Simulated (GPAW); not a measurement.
## KI (Fm-3m): G0W0 on several meshes in GPAW

How does the mesh move the gap of KI (Fm-3m)?

Program: GPAW 26.7.0. Level of theory: PBE and many-body steps on it, plane waves. Results are calculated unless marked as measured.

## (1) Starting point

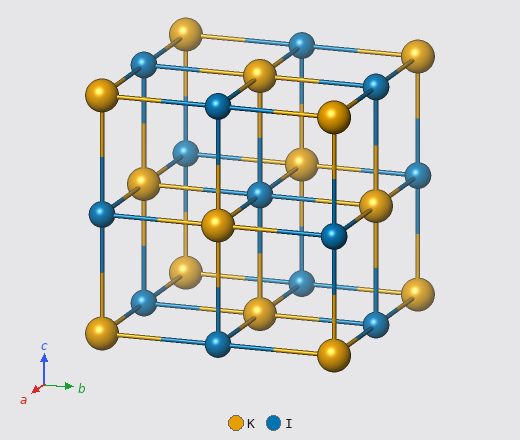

The starting structure, seen slightly off an axis (potassium orange, iodine blue). This picture shows the conventional cell, with its axes. Some periodic images of atoms are drawn too.

As a file:

```xyz
2
Lattice="0.0000 3.5328 3.5328 3.5328 0.0000 3.5328 3.5328 3.5328 0.0000" Properties=species:S:1:pos:R:3 pbc="T T T"
K     0.0000    0.0000    0.0000
I     3.5328    3.5328    3.5328
```

The cell and positions come from the Crystallography Open Database and are kept as given unless a step says otherwise. Spin-orbit coupling is left out unless a step names it.

## (2) Empty states on the mesh, 4×4×4 mesh, 415 bands

This step: GPAW 26.7.0; DFT, PBE, plane waves, PAW.

The sums over transitions need many empty states on a uniform mesh; this step solves for them.

Input file run.py:

```python
import json
import numpy as np
from gpaw.mpi import world
from gpaw import GPAW

calc = GPAW('gs.gpw').fixed_density(kpts={'size': (4, 4, 4), 'gamma': True},
    parallel={'domain': 1, 'band': 1},
    txt='nscf.txt')
calc.diagonalize_full_hamiltonian(nbands=415)
calc.write('full.gpw', mode='all')
res = {}
kpts = calc.get_ibz_k_points()
res['kpts'] = kpts
res['eigenvalues'] = [calc.get_eigenvalues(kpt=k) for k in range(len(kpts))]
res['n_electrons'] = calc.get_number_of_electrons()

if world.rank == 0:
    with open('result.json', 'w') as f:
        json.dump(res, f, default=lambda x: x.tolist())
```

On the command line:

```bash
$ mpirun -n 4 gpaw python run.py
```

Numbers of over 12 decimals in the logs are rounded to 6 here.

What it wrote:

```text
Diagonalizing LCAO Hamiltonian
Converting LCAO to pw mode
convergence criteria:
- Maximum integral of absolute [eigenst]ate change: 4e-08 eV^2 / valence electron
maximum number of iterations: 100

SCF iterations
|iter     |     time |      energy | eigst |  dens |
|iter:   1|  |             | +1.58 |       |
|iter:   2|  |             | +0.50 |       |
|iter:   3|  |             | -0.15 |       |
[...]
|iter:  25|  |             | -6.97 |       |
|iter:  26|  |             | -7.18 |       |
|iter:  27|  |             | -7.44c|       |
SCF steps: 27
  __  _  _
 | _ |_)|_||  |
 |__||  | ||/\| - 26.7.0

Input parameters:
  mode=PW(ecut=450.000000),
  convergence={'density': 1e-06, 'bands': -3},
  gpts=array([25, 25, 25]),
  kpts=MonkhorstPack(size=(4, 4, 4), gamma=True),
  maxiter=100,
  nbands=15,
  occupations=Occupations(name='fermi-dirac', width=0.001, fixmagmom=False),
  parallel={'domain': 1, 'band': 1},
  xc=XC(name='PBE')
Matrix size: 1924x1924
# Writing to full.gpw (mode='all')
  [... matrices ...]

timing:  # [seconds]
  Total: 12.414  # ━━━━━━━━━━━━━━━━━━━━━━━━━━━━━━━━━━━━━━━━━━━━━━━━━━━━━━━━━━
```

The job ended after 16 s (4 MPI ranks of Arm Neoverse V2, shared host; peak memory 1.9 GiB; 64 s of CPU time).

This step gave:

```
gap                                                           : 3.977 eV
k of the valence top                                          : 0, 0, 0
k of the conduction bottom                                    : 0, 0, 0
least direct gap                                              : 3.977 eV
k points computed                                             : 8
lowest point of the top converged band, above the valence top : 155.5190 eV
```

On this mesh the gap is 3.977 eV.

## (3) 4×4×4

G0W0 replaces the xc potential by the self-energy, built once from these orbitals. Only a window of levels is corrected, while the sums run over the empty bands that the input names.

This step: G0W0 on PBE, plane waves, PAW.

Input file run.py:

```python
import json
import numpy as np
from gpaw.mpi import world
from gpaw.response.g0w0 import G0W0

gw = G0W0('full.gpw',
    filename='gw',
    kpts=[0],
    bands=(6, 10),
    ecut=96,
    nbands=188,
    integrate_gamma='WS',
    ppa=True)
gw.calculate()
res = {mode: {k: v for k, v in r.items() if k != 'sigma_eskwn'}
       for mode, r in gw.all_results.items()}

if world.rank == 0:
    with open('result.json', 'w') as f:
        json.dump(res, f, default=lambda x: x.tolist())
```

On the command line:

```bash
$ mpirun -n 4 gpaw python run.py
```

What it wrote:

```text
Using integrator: PointIntegrator
FrequencyGridDescriptor(from 0.000+0.000j to 0.000+27.211j eV, 2 points)
Nonperiodic BCs:  [False False False]
Using integrator: PointIntegrator
FrequencyGridDescriptor(from 0.000+0.000j to 0.000+27.211j eV, 2 points)
Nonperiodic BCs:  [False False False]
  ___  _ _ _
 |   || | | |
 | | || | | |
 |__ ||_____|
 |___|

BZ k-points: Symmetries present (total): 48

  [... matrices ...]
64 k-points: 4 x 4 x 4 Monkhorst-Pack grid + [1/8,1/8,1/8]
8 k-points in the irreducible part of the Brillouin zone
       k-points in crystal coordinates                weights
   0:     0.00000000    0.00000000    0.00000000          1/64
   1:     0.25000000    0.25000000    0.00000000          6/64
   2:     0.25000000    0.25000000    0.25000000          8/64
   3:     0.50000000    0.25000000   -0.25000000          6/64
   4:     0.50000000    0.25000000    0.25000000         12/64
   5:     0.50000000    0.50000000    0.00000000          3/64
   6:     0.50000000    0.50000000    0.25000000         24/64
   7:     0.50000000    0.50000000    0.50000000          4/64

Distributing spins, k-points and bands (1 x 1 x 4) over 4 processes
Number of blocks: 1

Quasi particle states:
k-points (IBZ indices): [0]
Band range: (6, 10)
  [... matrices ...]
Computational parameters:
Plane wave cut-off: 96 eV
Number of bands: 188
Coulomb cutoff: None
Broadening: 0.1 eV

fxc modes: GW
Kernel: RPA
Using Godby-Needs plasmon-pole approximation:
  Fitting energy: i*E0, E0 = 1.000 Hartree
Summing all q:

Calculating screened Coulomb potential
No Coulomb truncation
FrequencyGridDescriptor(from 0.000+0.000j to 0.000+27.211j eV, 2 points)
Removing empty qpoint cache files...

Calculating chi0 body with:
    Ground state adapter containing:
    Number of spins: 1
    Number of kpoints: 64
    Number of irreducible kpoints: 8
    Number of completely occupied states: 8
    Number of partially occupied states: 8
    Occupied states memory: 1.907349 M / cpu

    Linear response parametrization:
    q_c: [0.0, 0.0, 0.0]
    Number of frequency points: 2
    Planewave cutoff: 96.0
    Number of bands: 188
    Number of planewaves: 169
    Broadening (eta): 1e-06
    comm.size: 4
    kncomm.size: 4
    blockcomm.size: 1

    Memory estimate of potentially large arrays:
        chi0_wGG: 0.871613 M / cpu
Integrating chi0 body.

Symmetries of q_c:
    Direct symmetries (Uq -> q): 48
    Indirect symmetries (TUq -> q): 0
In total 48 allowed symmetries.

  [... matrices ...]
8 groups of equivalent kpoints. 87.5% reduction.

Integral kind: response function
Integrating chi0 head and wings.

Symmetries of q_c:
    Direct symmetries (Uq -> q): 48
    Indirect symmetries (TUq -> q): 0
In total 48 allowed symmetries.

  [... matrices ...]
8 groups of equivalent kpoints. 87.5% reduction.

Integral kind: response function wings

Calculating chi0 body with:
    Ground state adapter containing:
    Number of spins: 1
    Number of kpoints: 64
    Number of irreducible kpoints: 8
    Number of completely occupied states: 8
    Number of partially occupied states: 8
    Occupied states memory: 1.907349 M / cpu

    Linear response parametrization:
[... the further q-points ...]

Results:
f:      Occupation numbers
eps:     KS-eigenvalues [eV]
vxc:     KS vxc [eV]
exx:     Exact exchange [eV]
sigma:   Self-energies [eV]
dsigma:  Self-energy derivatives
Z:       Renormalization factors
qp:      QP-energies [eV]

k-point 0 (0): (0.000, 0.000, 0.000)                GW
band       f     eps     vxc     exx   sigma  dsigma       Z      qp
                                                                   GW
   6   1.000   0.472 -14.167 -17.271   1.248  -0.217   0.822  -1.053
   7   1.000   0.472 -14.167 -17.271   1.248  -0.217   0.822  -1.053
   8   0.000   4.449  -7.838  -4.348  -2.872  -0.162   0.861   4.981
   9   0.000   6.979  -8.262  -3.910  -3.083  -0.171   0.854   8.063
```

It took 34 s on 4 MPI ranks; peak memory 1.3 GiB.

This step gave:

```
G0W0 gap on the points computed              : 6.034 eV
least direct G0W0 gap on the computed points : 6.034 eV
Z at the valence top                         : 0.8217
Z at the conduction bottom                   : 0.8608
starting gap on the mesh                     : 3.977 eV
k of the valence top                         : 0, 0, 0
k of the conduction bottom                   : 0, 0, 0
```

The gap on the mesh goes from 3.98 eV to 6.03 eV, a correction of +2.06 eV.

## (4) Empty states on the mesh, 2×2×2 mesh, 198 bands

This step: DFT, PBE, plane waves, PAW.

Input file run.py:

```python
import json
import numpy as np
from gpaw.mpi import world
from gpaw import GPAW

calc = GPAW('gs.gpw').fixed_density(kpts={'size': (2, 2, 2), 'gamma': True},
    parallel={'domain': 1, 'band': 1},
    txt='nscf.txt')
calc.diagonalize_full_hamiltonian(nbands=198)
calc.write('full.gpw', mode='all')
res = {}
kpts = calc.get_ibz_k_points()
res['kpts'] = kpts
res['eigenvalues'] = [calc.get_eigenvalues(kpt=k) for k in range(len(kpts))]
res['n_electrons'] = calc.get_number_of_electrons()

if world.rank == 0:
    with open('result.json', 'w') as f:
        json.dump(res, f, default=lambda x: x.tolist())
```

On the command line:

```bash
$ mpirun -n 3 gpaw python run.py
```

What it wrote:

```text
Diagonalizing LCAO Hamiltonian
Converting LCAO to pw mode
convergence criteria:
- Maximum integral of absolute [eigenst]ate change: 4e-08 eV^2 / valence electron
maximum number of iterations: 100

SCF iterations
|iter     |     time |      energy | eigst |  dens |
|iter:   1|  |             | +1.51 |       |
|iter:   2|  |             | +0.90 |       |
|iter:   3|  |             | +0.37 |       |
[...]
|iter:  30|  |             | -7.12 |       |
|iter:  31|  |             | -7.34 |       |
|iter:  32|  |             | -7.55c|       |
SCF steps: 32
  __  _  _
 | _ |_)|_||  |
 |__||  | ||/\| - 26.7.0

Input parameters:
  mode=PW(ecut=450.000000),
  convergence={'density': 1e-06, 'bands': -3},
  gpts=array([25, 25, 25]),
  kpts=MonkhorstPack(size=(2, 2, 2), gamma=True),
  maxiter=100,
  nbands=15,
  occupations=Occupations(name='fermi-dirac', width=0.001, fixmagmom=False),
  parallel={'domain': 1, 'band': 1},
  xc=XC(name='PBE')
Matrix size: 1917x1917
# Writing to full.gpw (mode='all')
  [... matrices ...]

timing:  # [seconds]
  Total: 5.720  # ━━━━━━━━━━━━━━━━━━━━━━━━━━━━━━━━━━━━━━━━━━━━━━━━━━━━━━━━━━━
```

It took 8.9 s on 3 MPI ranks; peak memory 1.2 GiB; 26 s of CPU time.

This step gave:

```yaml
gap: 3.977 eV
k_of_the_valence_top: 0, 0, 0
k_of_the_conduction_bottom: 0, 0, 0
least_direct_gap: 3.977 eV
k_points_computed: 3
lowest_point_of_the_top_converged_band_above_the_valence_top: 92.9102 eV
```

On this mesh the gap is 3.977 eV.

## (5) 2×2×2

This step: G0W0 on PBE, plane waves, PAW.

Input file run.py:

```python
import json
import numpy as np
from gpaw.mpi import world
from gpaw.response.g0w0 import G0W0

gw = G0W0('full.gpw',
    filename='gw',
    kpts=[0],
    bands=(6, 10),
    ecut=96,
    nbands=188,
    integrate_gamma='WS',
    ppa=True)
gw.calculate()
res = {mode: {k: v for k, v in r.items() if k != 'sigma_eskwn'}
       for mode, r in gw.all_results.items()}

if world.rank == 0:
    with open('result.json', 'w') as f:
        json.dump(res, f, default=lambda x: x.tolist())
```

On the command line:

```bash
$ mpirun -n 4 gpaw python run.py
```

What it wrote:

```text
Using integrator: PointIntegrator
FrequencyGridDescriptor(from 0.000+0.000j to 0.000+27.211j eV, 2 points)
Nonperiodic BCs:  [False False False]
Using integrator: PointIntegrator
FrequencyGridDescriptor(from 0.000+0.000j to 0.000+27.211j eV, 2 points)
Nonperiodic BCs:  [False False False]
  ___  _ _ _
 |   || | | |
 | | || | | |
 |__ ||_____|
 |___|

BZ k-points: Symmetries present (total): 48

  [... matrices ...]
8 k-points: 2 x 2 x 2 Monkhorst-Pack grid + [1/4,1/4,1/4]
3 k-points in the irreducible part of the Brillouin zone
       k-points in crystal coordinates                weights
   0:     0.00000000    0.00000000    0.00000000          1/8
   1:     0.50000000    0.50000000    0.00000000          3/8
   2:     0.50000000    0.50000000    0.50000000          4/8

Distributing spins, k-points and bands (1 x 1 x 4) over 4 processes
Number of blocks: 1

Quasi particle states:
k-points (IBZ indices): [0]
Band range: (6, 10)
  [... matrices ...]
Computational parameters:
Plane wave cut-off: 96 eV
Number of bands: 188
Coulomb cutoff: None
Broadening: 0.1 eV

fxc modes: GW
Kernel: RPA
Using Godby-Needs plasmon-pole approximation:
  Fitting energy: i*E0, E0 = 1.000 Hartree
Summing all q:

Calculating screened Coulomb potential
No Coulomb truncation
FrequencyGridDescriptor(from 0.000+0.000j to 0.000+27.211j eV, 2 points)
Removing empty qpoint cache files...

Calculating chi0 body with:
    Ground state adapter containing:
    Number of spins: 1
    Number of kpoints: 8
    Number of irreducible kpoints: 3
    Number of completely occupied states: 8
    Number of partially occupied states: 8
    Occupied states memory: 1.907349 M / cpu

    Linear response parametrization:
    q_c: [0.0, 0.0, 0.0]
    Number of frequency points: 2
    Planewave cutoff: 96.0
    Number of bands: 188
    Number of planewaves: 169
    Broadening (eta): 1e-06
    comm.size: 4
    kncomm.size: 4
    blockcomm.size: 1

    Memory estimate of potentially large arrays:
        chi0_wGG: 0.871613 M / cpu
Integrating chi0 body.

Symmetries of q_c:
    Direct symmetries (Uq -> q): 48
    Indirect symmetries (TUq -> q): 0
In total 48 allowed symmetries.

  [... matrices ...]
3 groups of equivalent kpoints. 62.5% reduction.

Integral kind: response function
Integrating chi0 head and wings.

Symmetries of q_c:
    Direct symmetries (Uq -> q): 48
    Indirect symmetries (TUq -> q): 0
In total 48 allowed symmetries.

  [... matrices ...]
3 groups of equivalent kpoints. 62.5% reduction.

Integral kind: response function wings

Calculating chi0 body with:
    Ground state adapter containing:
    Number of spins: 1
    Number of kpoints: 8
    Number of irreducible kpoints: 3
    Number of completely occupied states: 8
    Number of partially occupied states: 8
    Occupied states memory: 1.907349 M / cpu

    Linear response parametrization:
[... the further q-points ...]

Results:
f:      Occupation numbers
eps:     KS-eigenvalues [eV]
vxc:     KS vxc [eV]
exx:     Exact exchange [eV]
sigma:   Self-energies [eV]
dsigma:  Self-energy derivatives
Z:       Renormalization factors
qp:      QP-energies [eV]

k-point 0 (0): (0.000, 0.000, 0.000)                GW
band       f     eps     vxc     exx   sigma  dsigma       Z      qp
                                                                   GW
   6   1.000   0.472 -14.167 -17.472   1.388  -0.216   0.822  -1.104
   7   1.000   0.472 -14.167 -17.472   1.388  -0.216   0.822  -1.104
   8   0.000   4.449  -7.838  -4.114  -3.067  -0.170   0.855   5.011
   9   0.000   6.979  -8.262  -3.858  -3.180  -0.178   0.849   8.018
```

Wall time 6.5 s (4 MPI ranks); peak memory 1.2 GiB; 26 s of CPU time.

Numbers from this step:

| Property | Result |
| --- | --- |
| G0W0 gap on the points computed | 6.115 eV |
| least direct G0W0 gap on the computed points | 6.115 eV |
| Z at the valence top | 0.8225 |
| Z at the conduction bottom | 0.8547 |
| starting gap on the mesh | 3.977 eV |
| k of the valence top | 0, 0, 0 |
| k of the conduction bottom | 0, 0, 0 |

Against G0W0 in GPAW (4×4×4 mesh, 188 bands, screening to 96 eV, Godby-Needs plasmon pole), the gap moves by +0.081 eV.

## (6) The runs together

Times are wall times on 4 MPI ranks of Arm Neoverse V2, shared host, good to a factor of about two.

```csv
run,mesh,bands,screening cutoff (eV),DFT gap (eV),gap on the mesh (eV),direct (eV),time
4×4×4,4×4×4,188,96,3.977,6.034,6.034,34 s
2×2×2,2×2×2,188,96,3.977,6.115,6.115,6.5 s
```

## (7) Outcome

| Quantity | Value |
| --- | --- |
| 4×4×4 | 6.034 eV |
| 2×2×2 | 6.115 eV |
| known limits | not at the basis limit; no spin-orbit coupling; coarse k mesh |

**Reading.** 2×2×2: +0.081 eV against 4×4×4. Bands and cutoff are finite, so the gap is not at the basis limit. The miss can reach some tenths of an eV and take either sign; the mesh is an error of its own. These stock PAW sets were not made for GW; the filled d or f shell of I lies in the frozen core, which bears on start and correction. In the G0W0 runs levels were corrected at 1 k point alone, so a gap called «on the mesh» is the least over those, and an edge elsewhere would be missed. The many-body steps are scalar-relativistic: spin-orbit coupling is not in them.

[Paths, hosts, dates, memory and timing lines, banners, echoed tables and standing remarks are left out of the program output.]

[Logs are printed without paths, hosts, clocks, repeated set-up lines and the standing remarks that a program may print on its own settings, such as how far it seeks lower states.]

[Runs of the session that timed out or met a known fault of the program may be left out.]

[Hosts, paths, dates, database ids (printed as entryN), source tags and the programs' standing remarks are cut or masked in the printed files.]
